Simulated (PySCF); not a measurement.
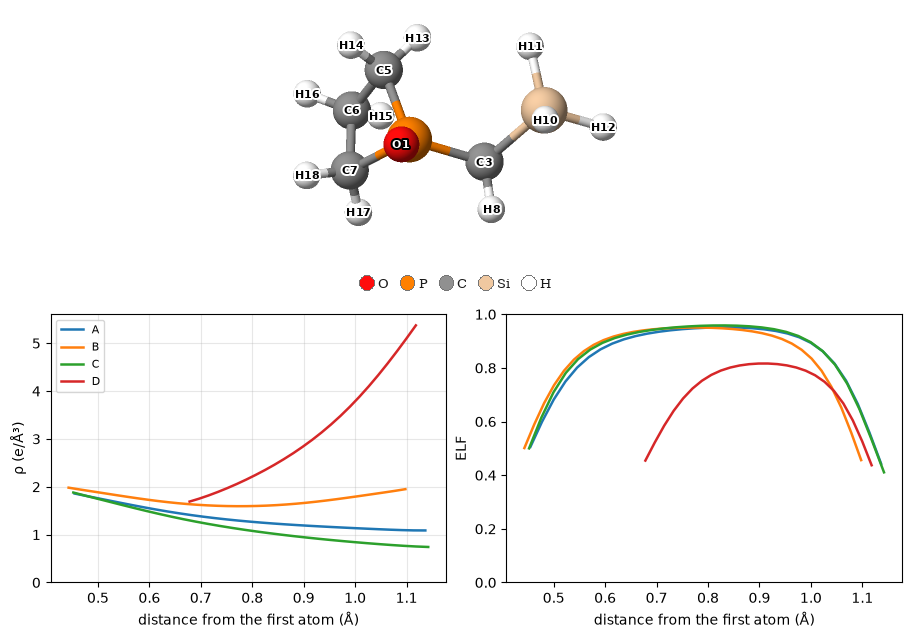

C4H11OPSi (SMILES O=P1(C[SiH3])CCC1). Total electron density and electron localisation function along straight lines between neighbouring atoms. The curves leave out the atomic cores. The structure is drawn too.

Geometry: GFN2-xTB.

All numbers below come from PBE0/pcSseg-1, SCF density, gas phase, non-relativistic (PySCF 2.14.0).

Input file:

```
{"job": {"kind": "nmr", "xc": "PBE0", "basis": "pcSseg-1"}, "charge": 0, "multiplicity": 1}
O      0.223423     0.436837     2.283900
P     -0.103352    -0.021333     0.929901
C      1.295050    -0.707642    -0.008140
Si     2.632007     0.638047    -0.166137
C     -1.121544     1.038843    -0.201436
C     -1.998327    -0.179099    -0.549787
C     -1.604641    -1.077795     0.638051
H      1.669008    -1.555068     0.566738
H      0.945206    -1.065935    -0.973365
H      3.151407     1.001559     1.145523
H      2.051017     1.803098    -0.840407
H      3.691001     0.069078    -1.006425
H     -0.651603     1.539264    -1.044804
H     -1.663329     1.776133     0.392340
H     -1.685128    -0.624603    -1.493887
H     -3.063928     0.038886    -0.612177
H     -1.486460    -2.135874     0.414588
H     -2.288566    -0.968078     1.480544
```

Run with:

```sh
OMP_NUM_THREADS=1 python probes_run.py task.json out
```

> Which curve belongs to which contact (C–C, C–P, C–Si and P–O)? The first atom named is at distance zero.

Curve A: C–P (1.82 Å): the density is about 1.2 e/Å³ at the midpoint; the ELF peaks at about 0.95 between the atoms: a shared electron pair. Curve B: C–C (1.54 Å): ρ is about 1.6 e/Å³ halfway; the ELF peaks at about 0.95 between the atoms (a shared electron pair). Curve C: C–Si (1.90 Å): ρ is about 0.89 e/Å³ halfway; the ELF peaks at about 0.95 between the atoms (a shared electron pair). Curve D: P–O (1.47 Å): the density is about 1.9 e/Å³ at the midpoint; the ELF peaks at about 0.80 between the atoms: a polar covalent bond.
